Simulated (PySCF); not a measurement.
## Electronic structure of C$_{2}$H$_{5}$F$_{2}$OSi$_{2}$ (doublet) in real space

```yaml
atoms:
  - { symbol: F, position_ang: [-0.1915, -1.9946, -0.7436] }
  - { symbol: C, position_ang: [-0.2036, -1.0178, 0.2534] }
  - { symbol: C, position_ang: [-1.2747, 0.0128, -0.0893] }
  - { symbol: Si, position_ang: [-0.4207, 1.3930, -1.1190] }
  - { symbol: F, position_ang: [-0.7322, 2.8114, -0.3893] }
  - { symbol: O, position_ang: [1.1446, 1.1062, -0.7142] }
  - { symbol: Si, position_ang: [1.5281, -0.1555, 0.2439] }
  - { symbol: H, position_ang: [-0.4636, -1.5598, 1.1683] }
  - { symbol: H, position_ang: [-1.6417, 0.4716, 0.8302] }
  - { symbol: H, position_ang: [-2.1168, -0.4711, -0.5798] }
  - { symbol: H, position_ang: [1.8566, 0.3544, 1.5686] }
  - { symbol: H, position_ang: [2.5167, -0.9512, -0.4553] }
```

Geometry: GFN2-xTB.

Method: UKS B3LYP, pcH-1 on C F H O Si, non-relativistic, mean-field spin-orbit, GIAO in PySCF.

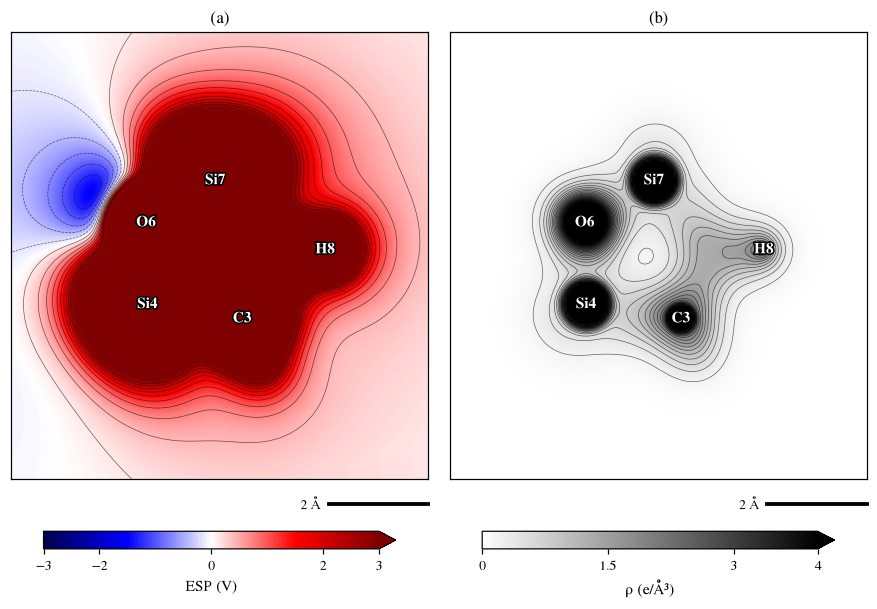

Figure 1. (a) molecular electrostatic potential; (b) electron density on the plane of atoms C3, Si4 and O6.

Read the bonding off the picture.

Answer. The section cuts through C, Si, O and H sites. Si–O (1.63 Å): ρ at the midpoint is about 1.2 e/Å³. C–Si (1.92 Å): the density is about 0.9 e/Å³ at the midpoint. Outside the dense part of the molecule the potential is most negative (−1.5 V) near O6.

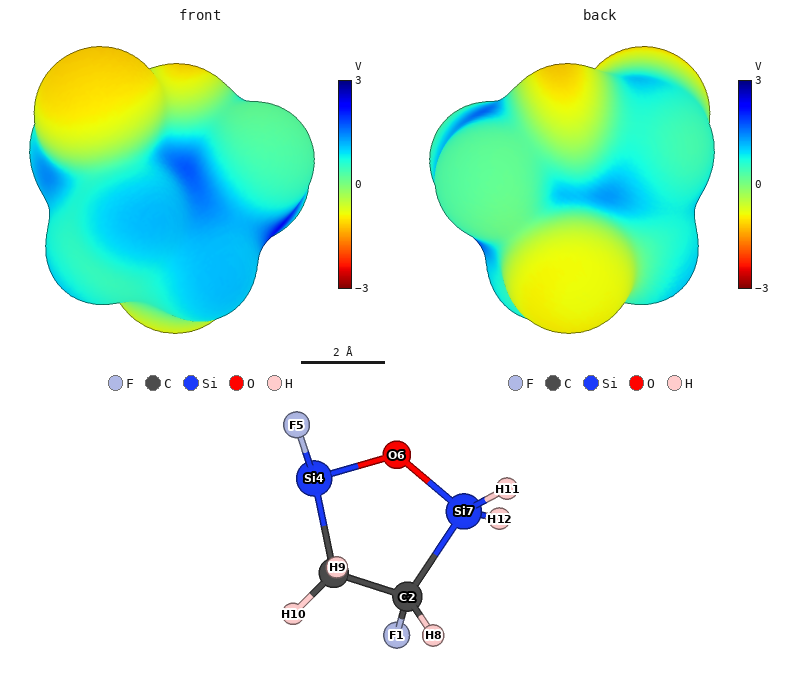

Figure 2. The electrostatic potential painted on the density surface at 0.002 e/bohr³, seen from the front and from behind; the colour scale runs from red (negative) to blue (positive). The bare structure is drawn below in the same view.

Where is the surface potential most negative and most positive?

Answer. The most negative region (about −1.1 V) lies over F5 and O6, the most positive (about +2.0 V) over Si7.
